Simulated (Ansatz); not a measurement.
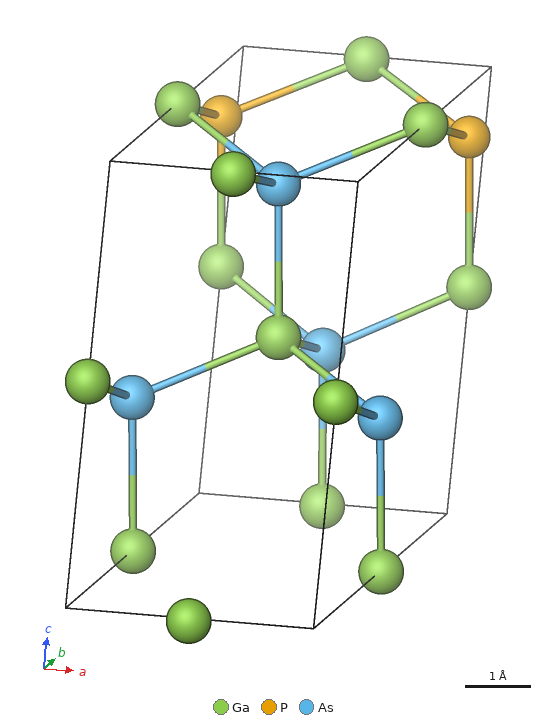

The image is a ball-and-stick drawing of a crystal, viewed slightly off an axis. Lines trace the edges of the simulation cell.

Input for the calculation:
```yaml
crystal:
  lattice:
    - [4.0191007, 0.0, 0.0]
    - [0.0, 4.0191657, 5.6854286]
    - [0.0, -4.0191657, 5.6854286]
  atoms:
    - { symbol: Ga, position: [0.0, 0.507654, 0.996992] }
    - { symbol: Ga, position: [0.5, 0.995261, 0.995261] }
    - { symbol: Ga, position: [0.5, 0.500264, 0.500264] }
    - { symbol: Ga, position: [0.0, 0.996992, 0.507654] }
    - { symbol: P, position: [0.0, 0.874994, 0.874994] }
    - { symbol: As, position: [0.5, 0.374842, 0.875212] }
    - { symbol: As, position: [0.0, 0.374782, 0.374782] }
    - { symbol: As, position: [0.5, 0.875212, 0.374842] }
basis:
  ecutwfc: 420
kpoints:
  mp_grid: { grid: [10, 6, 6] }
  band_path:
    path:
      - [[0.0, 0.0, 0.0], [0.0, 0.5, 0.5], [0.0, 0.62506463, 0.37493537]]
      - [[0.0, 0.37493537, -0.37493537], [0.0, 0.0, 0.0], [0.5, 0.0, 0.0], [0.5, 0.37493537, -0.37493537]]
      - [[0.5, 0.62506463, 0.37493537], [0.5, 0.5, 0.5], [0.0, 0.5, 0.5]]
      - [[0.0, 0.0, 0.0], [0.0, 0.5, 0.0], [0.5, 0.5, 0.0], [0.5, 0.0, 0.0], [0.5, 0.5, 0.5]]
    npoints: 14
hamiltonian:
  xc: pbe
scf:
  occupations: { method: gaussian, width: 0.02 }
  n_extra_bands: 20
output:
  forces: true
  stress: true
  eigenvalues: true
  populations: true
  dos: { projected: true, de: 0.02, nscf_kmesh: { grid: [15, 9, 9] } }
  bader: true
  write_density: true
  write_potential: true
  elf: true
  volumetric_format: npy
```
Run as:
```sh
ansatz run input.yaml --threads 4 --pin off --max-ram 8192MiB --backend cpu --events-out ev --progress --plain --runs-dir out
```

Theory: DFT PBE, scalar-relativistic, plane waves, PAW (Ansatz 0.2.0). Numerical settings: an energy cutoff of 420 eV, 10×6×6 k-mesh, Gaussian smearing of 0.02 eV, no spin polarisation.

What does a Bader analysis give?

Answer. Ga +0.67 to +0.76 e; As -0.68 e; P -0.82 e. The transfer is large, as in an ionic solid.

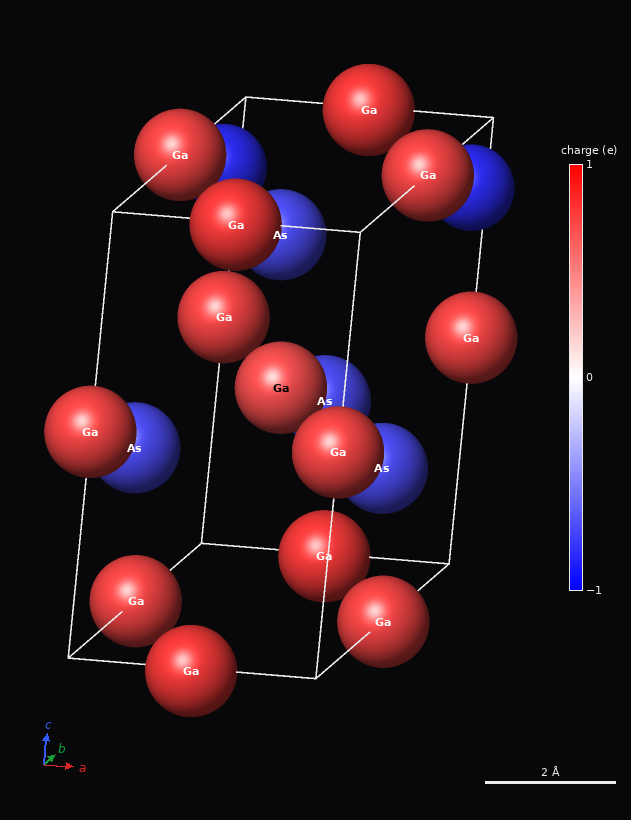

The atoms coloured by those charges.

The starting point was a structure type filled with these elements by a generator (whether the compound takes this form wasn't checked). Earlier steps of the study, as a rule a relaxation of our own, may have changed the cell and positions, so they can lie some per cent off the listed ones. It was run through Ansatz as a DFT input.
